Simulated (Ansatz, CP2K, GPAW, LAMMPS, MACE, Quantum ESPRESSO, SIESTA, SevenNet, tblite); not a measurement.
# CP2K runs on glassy 38BaO-62TiO2 (mol %) (110 atoms)

Wanted: CP2K inputs and outputs for glassy 38BaO-62TiO2 (mol %) (110 atoms), checked against a plane-wave reference.

Main program and level: CP2K 2026.2; the method is named at each step.

## 1. The starting structure

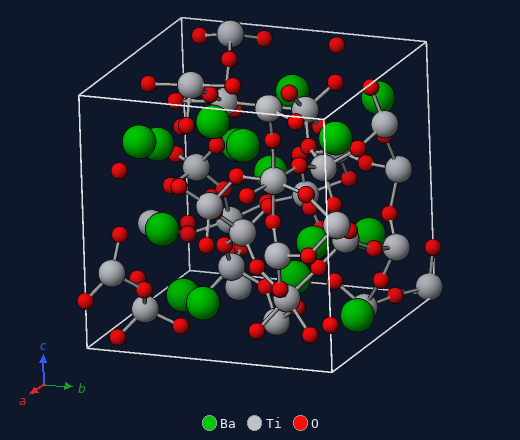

Start, viewed slightly off an axis; barium green, titanium light grey, oxygen red. Bonds to atoms that aren't drawn are left out. Some periodic images of atoms are drawn too.

The cell holds 110 atoms: 16 Ba, 26 Ti and 68 O. Cell: a = 11.965 Å, b = 11.965 Å, c = 11.965 Å, α = 90.0°, β = 90.0°, γ = 90.0°. 110 atoms (16 Ba, 26 Ti, 68 O) placed at random at 4.67 g/cm³, melted at 4000 K for 10 ps at fixed volume with the Morse and Coulomb pair potential with partial charges (Pedone, Malavasi, Menziani, Cormack and Segre, J. Phys. Chem. B 110, 11780 (2006)). Quenched from 4000 K to 300 K at 20 K/ps and fixed volume, held 10 ps at zero pressure, then minimised at fixed cell.

The yardstick, on the same geometry:

```
method                                           : Kohn-Sham DFT, PBE, PAW, plane waves (Ansatz 0.2.0); cutoff 420 eV, Γ point, fermi-dirac smearing of 0.05 eV; PAW set soft_2
r.m.s. force component                           : 0.7786 eV/Å
longest force                                    : 2.495 eV/Å
pressure                                         : 4.206 GPa
gap (highest filled to lowest empty level) : 2.506 eV
SCF cycles                                       : 12
time                                             : 43 s on 4 threads of Arm Neoverse V2, shared host
CPU time                                         : 2.8 min
```

## 2. PBE, DZVP-MOLOPT-SR, 800/50 Ry, diagonalisation

Method: Kohn-Sham DFT, PBE, GTH-PBE pseudopotentials, Gaussian and plane waves, DZVP-MOLOPT-SR-GTH, diagonalisation.

File input.inp:

```
&GLOBAL
  PROJECT cell
  RUN_TYPE ENERGY_FORCE
  PRINT_LEVEL LOW
&END GLOBAL
&FORCE_EVAL
  METHOD QS
  STRESS_TENSOR ANALYTICAL
  &DFT
    BASIS_SET_FILE_NAME BASIS_MOLOPT
    POTENTIAL_FILE_NAME GTH_POTENTIALS
    &MGRID
      CUTOFF 800
      REL_CUTOFF 50
      NGRIDS 5
    &END MGRID
    &QS
      EPS_DEFAULT 1.0E-12
    &END QS
    &SCF
      SCF_GUESS ATOMIC
      EPS_SCF 5.0E-06
      MAX_SCF 200
      ADDED_MOS 14
      &DIAGONALIZATION
        ALGORITHM STANDARD
      &END DIAGONALIZATION
      &SMEAR ON
        METHOD FERMI_DIRAC
        ELECTRONIC_TEMPERATURE [K] 580
      &END SMEAR
      &MIXING
        METHOD BROYDEN_MIXING
        ALPHA 0.3
        NBROYDEN 12
      &END MIXING
      &PRINT
        &RESTART OFF
        &END RESTART
      &END PRINT
    &END SCF
    &XC
      &XC_FUNCTIONAL PBE
      &END XC_FUNCTIONAL
    &END XC
    &PRINT
      &MULLIKEN ON
      &END MULLIKEN
      &HIRSHFELD ON
        SHAPE_FUNCTION DENSITY
      &END HIRSHFELD
      &MO ON
        EIGENVALUES T
        OCCUPATION_NUMBERS T
        MO_INDEX_RANGE 429 452
        &EACH
          QS_SCF 0
        &END EACH
        ADD_LAST NUMERIC
      &END MO
    &END PRINT
  &END DFT
  &SUBSYS
    &CELL
      A 11.96473 0.00000 0.00000
      B 0.00000 11.96473 0.00000
      C 0.00000 0.00000 11.96473
    &END CELL
    &TOPOLOGY
      COORD_FILE_NAME structure.xyz
      COORD_FILE_FORMAT XYZ
    &END TOPOLOGY
    &KIND Ba
      BASIS_SET DZVP-MOLOPT-SR-GTH-q10
      POTENTIAL GTH-PBE-q10
    &END KIND
    &KIND Ti
      BASIS_SET DZVP-MOLOPT-SR-GTH-q12
      POTENTIAL GTH-PBE-q12
    &END KIND
    &KIND O
      BASIS_SET DZVP-MOLOPT-SR-GTH-q6
      POTENTIAL GTH-PBE-q6
    &END KIND
  &END SUBSYS
  &PRINT
    &FORCES ON
    &END FORCES
    &STRESS_TENSOR ON
    &END STRESS_TENSOR
  &END PRINT
&END FORCE_EVAL
```

File structure.xyz:

```xyz
110

Ba 8.93071 11.20294 10.08017
Ba 10.53638 5.14017 2.18476
Ba 2.44894 6.18828 1.02071
Ba 1.33957 9.41636 3.01380
Ba 9.96171 5.66123 10.63306
Ba 4.56119 1.60854 0.38849
Ba 5.00186 8.24609 3.64087
Ba 3.93676 5.82383 6.41860
Ba 0.87558 9.89435 9.38645
Ba 6.84825 5.76915 8.57799
Ba 8.24669 2.26648 4.70154
Ba 10.85069 2.39809 9.65362
Ba 0.92739 5.72309 9.31119
Ba 7.23651 1.72340 8.37017
Ba 0.91506 2.93926 6.51468
Ba 6.82839 11.08508 1.03387
Ti 10.52214 11.80416 6.50427
Ti 6.30362 9.44053 7.69081
Ti 4.10977 11.92991 3.49645
Ti 7.22179 10.78836 4.72726
Ti 7.32792 3.51273 11.35931
Ti 9.40212 1.80667 1.24194
Ti 0.17827 11.78586 0.40692
Ti 2.30800 11.39138 6.58060
Ti 10.55193 8.66641 11.73692
Ti 0.95108 6.22250 4.48474
Ti 5.59351 4.46907 2.32582
Ti 3.99861 3.69160 9.56149
Ti 1.25666 7.94350 6.85208
Ti 4.43221 2.39498 6.47388
Ti 7.56781 5.91991 4.68311
Ti 11.69995 1.21956 3.58356
Ti 3.95159 7.61962 9.53421
Ti 4.40673 11.69014 9.38896
Ti 1.45192 3.00004 11.92788
Ti 9.73773 8.45512 8.04102
Ti 6.36631 6.91490 0.19957
Ti 2.59814 3.15905 3.48521
Ti 10.63425 8.91911 4.81772
Ti 8.67993 8.45189 2.15916
Ti 10.12934 5.44108 6.68170
Ti 3.40014 9.95872 0.25401
O 9.51531 8.25614 6.00414
O 9.15098 9.74097 0.68977
O 9.44173 6.52317 7.98861
O 0.05767 7.59808 11.40263
O 1.42632 4.50544 4.08572
O 4.11120 11.13282 1.86159
O 1.28585 6.12367 6.46107
O 6.71209 4.63262 3.70871
O 3.54970 3.32608 5.26281
O 6.01623 1.80500 6.03992
O 10.25940 8.81214 3.10772
O 8.54258 4.97111 5.86942
O 3.00973 11.17290 4.66792
O 10.60877 2.30883 2.56823
[... 50 atom lines left out ...]
O 10.42654 0.85225 0.12898
O 3.36520 0.97919 6.62858
O 10.80918 1.28764 5.14220
O 3.08211 11.09334 8.41097
```

Command:

```sh
$ OMP_NUM_THREADS=2 cp2k.psmp -i input.inp > output.txt
```

Numbers of over 12 decimals in the logs are rounded to 6 here.

The log of the run:

```text
CP2K| version string:                                       CP2K version 2026.2
 CP2K| Input file name                                                 input.inp
 GLOBAL| Basis set file name                                        BASIS_MOLOPT
 GLOBAL| Potential file name                                      GTH_POTENTIALS
 GLOBAL| Run type                                                   ENERGY_FORCE
 GLOBAL| Total number of message passing processes                             1
 GLOBAL| Number of threads for this process                                    2
 TOTAL NUMBERS AND MAXIMUM NUMBERS
  Total number of            - Atomic kinds:                                   3
                             - Atoms:                                        110
                             - Shell sets:                                   110
                             - Shells:                                       644
                             - Primitive Cartesian functions:                592
                             - Cartesian basis functions:                   1998
                             - Spherical basis functions:                   1784
  Maximum angular momentum of- Orbital basis functions:                        3
                             - Local part of the GTH pseudopotential:          2
                             - Non-local part of the GTH pseudopotential:      3
 SCF PARAMETERS         Density guess:                                    ATOMIC
                        max_scf:                                             200
                        eps_scf:                                        5.00E-06
                        added MOs                                        14    0
                        Mixing method:                            BROYDEN_MIXING
                                                charge density mixing in g-space
                        Smear method:                                FERMI_DIRAC
                        Electronic temperature [K]:                        580.0
                        Electronic temperature [a.u.]:                  1.84E-03
                        Accuracy threshold:                             1.00E-10
 Extrapolation method: initial_guess
 Number of electrons:                                                        880
 Number of occupied orbitals:                                                440
 Number of molecular orbitals:                                               454
 Number of orbital functions:                                               1784
 Number of independent orbital functions:                                   1784
 SCF WAVEFUNCTION OPTIMIZATION
  Step     Update method      Time    Convergence         Total energy    Change
     1 NoMix/Diag. 0.30E+00   11.3     2.03674650     -3023.9051503398 -3.02E+03
     2 Broy./Diag. 0.30E+00   14.3     0.47496205     -2941.2858465094  8.26E+01
     3 Broy./Diag. 0.30E+00   14.5     0.08108664     -3009.5227978062 -6.82E+01
     4 Broy./Diag. 0.30E+00   14.6     0.07559374     -3016.5903945593 -7.07E+00
[...]
15 Broy./Diag. 0.30E+00   15.5     0.00000890     -3017.9286363580  4.06E-04
    16 Broy./Diag. 0.30E+00   15.4     0.00000268     -3017.9288053426 -1.69E-04
  *** SCF run converged in    16 steps ***
  Electronic density on regular grids:       -879.9999999999        0.0000000001
  Core density on regular grids:              879.9999999995       -0.0000000005
  Total charge density on r-space grids:       -0.0000000004
  Total charge density g-space grids:          -0.0000000004
  Overlap energy of the core charge distribution:               1.4554e-10
  Self energy of the core charge distribution:              -6438.994555
  Core Hamiltonian energy:                                   1674.598817
  Hartree energy:                                            2238.137225
  Exchange-correlation energy:                               -491.670291
  Electronic entropic energy:                                  -6.61e-12
  Fermi energy:                                                 0.248209
  Total energy:                                             -3017.928805
  Total energy (extrapolated to T->0):                      -3017.928805
 MO| EIGENVALUES AND OCCUPATION NUMBERS
 MO|
 MO|  Index      Eigenvalue [a.u.]        Eigenvalue [eV]             Occupation
 MO|    429               0.185659               5.052040               2.000000
 MO|    430               0.186814               5.083464               2.000000
 MO|    431               0.187915               5.113428               2.000000
[...]
MO|    451               0.307457               8.366337               0.000000
 MO|    452               0.311103               8.465547               0.000000
 MO| Sum:                                                             880.000000
 MO| E(Fermi):            0.248209 a.u.          6.754103 eV
 !-----------------------------------------------------------------------------!
                     Mulliken Population Analysis
 #  Atom  Element  Kind  Atomic population                           Net charge
       1     Ba       1          8.722358                              1.277642
       2     Ba       1          8.508547                              1.491453
       3     Ba       1          8.563169                              1.436831
[...]
109     O        3          6.643929                             -0.643929
     110     O        3          6.616156                             -0.616156
 # Total charge                            880.000000                  0.000000
 !-----------------------------------------------------------------------------!
 !-----------------------------------------------------------------------------!
                           Hirshfeld Charges
  #Atom  Element  Kind  Ref Charge     Population                    Net charge
      1       Ba     1      10.000          9.415                         0.585
      2       Ba     1      10.000          9.405                         0.595
      3       Ba     1      10.000          9.395                         0.605
[...]
109       O      3       6.000          6.345                        -0.345
    110       O      3       6.000          6.333                        -0.333
  Total Charge                                                           -0.000
 !-----------------------------------------------------------------------------!
 ENERGY| Total FORCE_EVAL ( QS ) energy [hartree]          -3017.928969
 FORCES| Atomic forces [hartree/bohr]
 FORCES|   Atom     x               y               z               |f|
 FORCES|      1  9.39466526E-03 -2.17126631E-02  2.70115697E-03   2.38116720E-02
 FORCES|      2 -4.72023082E-04  7.48942655E-03  1.78290842E-02   1.93440058E-02
 FORCES|      3  5.19420388E-03  1.64558547E-03  4.08019508E-03   6.80703294E-03
[...]
FORCES|    109 -1.43701816E-02  6.80192669E-03  2.19372937E-02   2.70926776E-02
 FORCES|    110 -3.16458070E-02 -1.34139167E-02 -1.56675628E-02   3.77738373E-02
 FORCES| Sum    -1.30518468E-03  3.22701642E-04 -1.64126404E-04
 FORCES| Total atomic force                                       1.35446701E-03
 STRESS| Analytical stress tensor [bar]
 STRESS|                        x                   y                   z
 STRESS|      x        5.97312562551E+04   7.66732143549E+03   4.76255976812E+03
 STRESS|      y        7.66732143549E+03   5.87660252453E+04  -4.00484019234E+03
 STRESS|      z        4.76255976812E+03  -4.00484019234E+03   3.70867006509E+04
 STRESS| 1/3 Trace                                             5.18613273837E+04
```

The job ended after 4.9 min (2 threads of Arm Neoverse V2, shared host; peak memory 8.4 GiB).

Banners, paths, timers and routine set-up lines are dropped from the logs unmarked, and long logs keep their key lines alone; longer cuts are marked.

Against the reference:

* r.m.s. force component: 0.803 eV/Å
* r.m.s. difference of force components: 64.96 meV/Å
* longest difference of force vectors: 223.2 meV/Å
* force difference over r.m.s. force: 8.342 %
* slope of forces against the reference's: 1.028
* correlation of force components: 0.9971
* gap (highest filled to lowest empty level): 2.434 eV
* gap difference: -0.0718 eV
* pressure: 5.186 GPa
* pressure difference: 0.9801 GPa

Length of the force difference by element (eV/Å):

```tsv
element	atoms	mean	most
Ba	16	0.15	0.22
O	68	0.078	0.19
Ti	26	0.13	0.21
```

Levels nearest the highest filled one (eV from it): -0.48, -0.45, -0.42, -0.40, -0.39, -0.33, -0.28, -0.25, -0.17, -0.14, -0.04, 0.00, 2.43, 2.55, 2.63, 2.64, 2.66, 2.73, 2.77, 2.79, 2.81, 2.83, 2.84, 2.94.

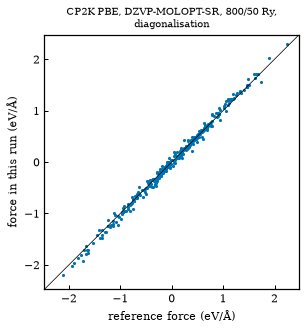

Force components against those of the reference; the line marks equality.

The surroundings of O105, which has 5 bonded neighbours where the commonest count for O is 4, nearest first, numbered as they follow in the input and with coordinates relative to it.

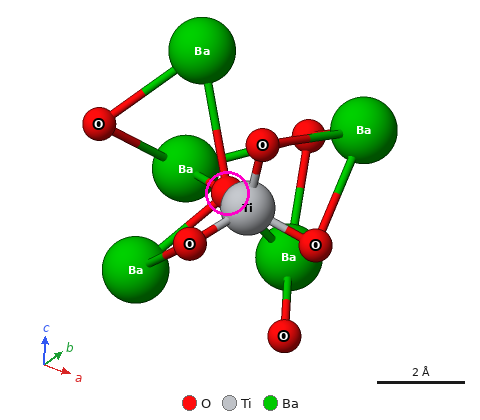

The atoms of the table, within 3.6 Å (arrows a, b, c point along x, y, z); some may hide others; the central atom is ringed.

```tsv
atom	x	y	z	distance (Å)	bonds	Hirshfeld charge (e)	Fx	Fy	Fz (eV/Å)
O105	0.00	0.00	0.00	0.00	5	-0.38	-1.70	1.71	-0.67
Ti35	1.27	-1.10	0.51	1.76	4	0.50	0.12	-0.51	0.66
Ba13	0.75	1.62	-2.10	2.76	8	0.48	1.62	0.22	-0.92
Ba12	-1.29	-1.70	-1.76	2.77	6	0.57	-0.07	-0.38	0.43
Ba5	-2.18	1.56	-0.78	2.79	9	0.49	-1.48	0.76	0.48
O79	2.82	-0.53	-0.16	2.88	4	-0.33	1.34	0.43	0.11
O86	0.84	-2.79	0.13	2.92	3	-0.32	-0.34	-1.57	-1.27
O88	1.54	-1.06	2.24	2.92	3	-0.31	0.28	0.61	1.24
Ba2	-1.61	1.04	2.74	3.34	7	0.59	-0.02	0.39	0.92
O102	-3.15	-0.75	1.02	3.39	4	-0.34	0.33	2.29	-0.35
Ba3	2.27	2.09	1.57	3.46	7	0.60	0.27	0.08	0.21
O46	-0.12	3.50	-0.01	3.50	5	-0.38	0.24	-0.39	0.01
O98	2.19	-0.63	-2.72	3.55	3	-0.39	-0.49	0.41	-0.14
```

Forces lie 8.3 % from the reference's, at 3.1 times its CPU time (on 2 against 4 cores).

Mean charges by element (e), by run and scheme:

```tsv
run	scheme	Ba	Ti	O
reference	Löwdin	+1.77	+1.24	-0.79
CP2K PBE, DZVP-MOLOPT-SR, 800/50 Ry, diagonalisation	Mulliken	+1.38	+0.82	-0.64
CP2K PBE, DZVP-MOLOPT-SR, 800/50 Ry, diagonalisation	Hirshfeld	+0.55	+0.55	-0.34
```

The reference's Löwdin charges lack the electrons that the projection spills, 0.061 e an atom on average.

## 3. Outcome

* force difference from the reference: CP2K PBE, DZVP-MOLOPT-SR, 800/50 Ry, diagonalisation, 8.3 %
* its CPU time: 8.6 min

In words: The PBE run in local orbitals differs by 8.3 % (CP2K PBE, DZVP-MOLOPT-SR, 800/50 Ry, diagonalisation); basis, grid and potentials can all enter. At the same functional, the gap of CP2K PBE, DZVP-MOLOPT-SR, 800/50 Ry, diagonalisation lies 0.07 eV below the reference's 2.51 eV. Charges hang on scheme and program or settings: among these rows the mean for Ba runs from +0.55 to +1.77 e. The quench rate of 20 K/ps is many orders above laboratory rates, so the cell is likely richer in defects and strain than a real sample. The network of bonds at the start is that of the classical potential that made the cell, and needn't be the one that DFT or experiment would give. The reference's pressure of 4.2 GPa belongs to a cell and atoms that aren't relaxed at this level. The electronic-structure runs sample only Γ, in a cell whose shortest periodic width is 12 Å. Spin–orbit coupling is left out, which matters for the levels of the heavy elements.

[Also dropped from logs without a mark: logging warnings of Python, and SIESTA's first energy breakdown and zero terms.]

[Logs are printed without paths, hosts, clocks, repeated set-up lines and the standing remarks that a program may print on its own settings, such as how far it seeks lower states.]

[Hosts, paths, dates, database ids (printed as entryN), source tags and the programs' standing remarks are cut or masked in the printed files.]
